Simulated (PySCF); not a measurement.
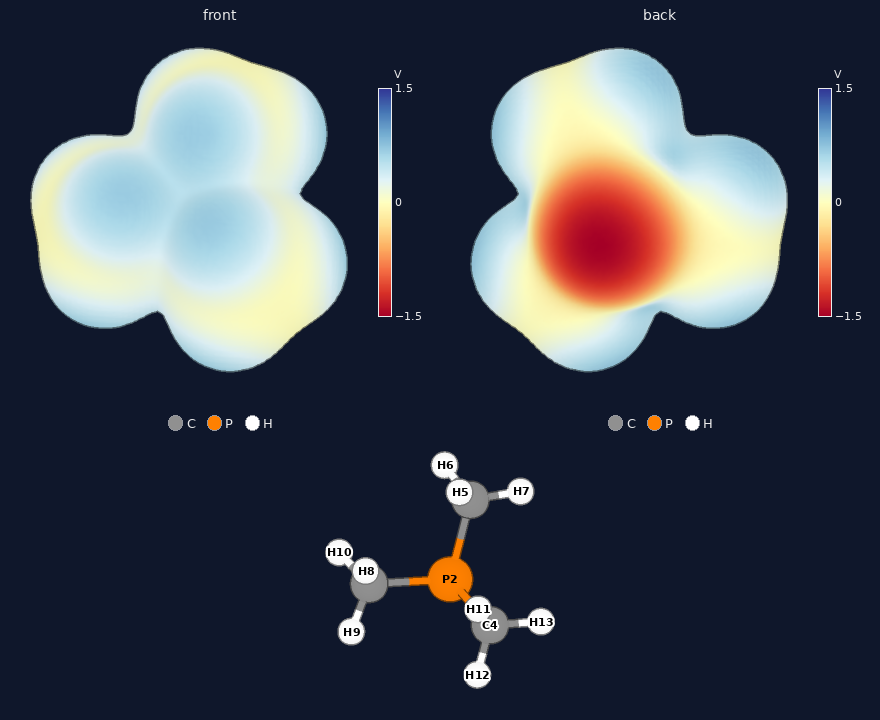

Figure. C₃H₉P (SMILES CP(C)C). The molecular electrostatic potential painted on the density surface at 0.002 e/bohr³, seen from the front and from behind; the colour scale runs from red (negative) to blue (positive). The bare structure is drawn below in the same view.

Geometry: PBE0-D3(BJ)/def2-SVP.

All numbers below come from PySCF, PBE0/pcSseg-1, SCF density, gas phase, non-relativistic.

```yaml
atoms:
  - { symbol: C, position_ang: [-0.4996, 1.5176, 0.3906] }
  - { symbol: P, position_ang: [-0.1545, -0.2029, 0.9776] }
  - { symbol: C, position_ang: [1.5629, -0.4045, 0.3192] }
  - { symbol: C, position_ang: [-1.0833, -1.1493, -0.3130] }
  - { symbol: H, position_ang: [-0.2742, 1.6532, -0.6804] }
  - { symbol: H, position_ang: [0.1022, 2.2321, 0.9729] }
  - { symbol: H, position_ang: [-1.5596, 1.7588, 0.5634] }
  - { symbol: H, position_ang: [1.6397, -0.1464, -0.7503] }
  - { symbol: H, position_ang: [1.8887, -1.4469, 0.4569] }
  - { symbol: H, position_ang: [2.2525, 0.2364, 0.8895] }
  - { symbol: H, position_ang: [-0.8233, -0.8344, -1.3377] }
  - { symbol: H, position_ang: [-0.8698, -2.2238, -0.2069] }
  - { symbol: H, position_ang: [-2.1648, -1.0095, -0.1626] }
```

Q: Which sites attract a positive test charge, and which a negative one?

A: A positive charge is drawn to the negative regions and a negative charge to the positive ones. The most negative region (about −1.5 V) lies over P2, the most positive (about +0.7 V) over the H atoms.
